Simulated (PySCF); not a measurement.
F$_{4}$Sn, SMILES `F[Sn](F)(F)F`.

Level of theory: PBE0/def2-TZVP (PySCF), at a geometry from GFN2-xTB. Core potentials replace the inner electrons of Sn; spin–orbit coupling isn't included. No frequency check shows the geometry to be a minimum. A basis without diffuse functions makes polarisabilities too small. GFN2-xTB bond lengths at metals and heavier atoms can be off by up to 0.1 Å and shapes distorted, which carries into these values.

Coordinates in Å:

```
F1       1.0671   -1.1440   -1.1049
Sn2      0.0000    0.0000    0.0000
F3      -1.0673    1.1440   -1.1049
F4      -1.1451   -1.0662    1.1048
F5       1.1450    1.0662    1.1048
```

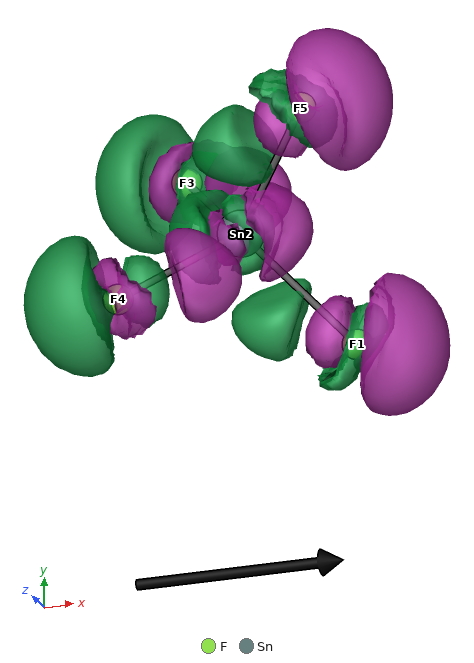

Change of the electron density in a uniform field of 0.21 V/Å along +x (arrow), surfaces at ±0.0015 e/Å³ (green: gain, purple: loss).

Question: How large is the response?

Answer: The induced dipole is 0.32 D (along the field); α along this axis, from the fields in both directions, is 31 bohr³ (4.6 Å³).

Question: Which atoms gain and lose the most charge?

Answer: Electrons gather most on F3 and F4 alike (Hirshfeld charge changes by −0.007 e) and leave F1 and F5 alike most (+0.007 e); 0.035 electrons are displaced in all.
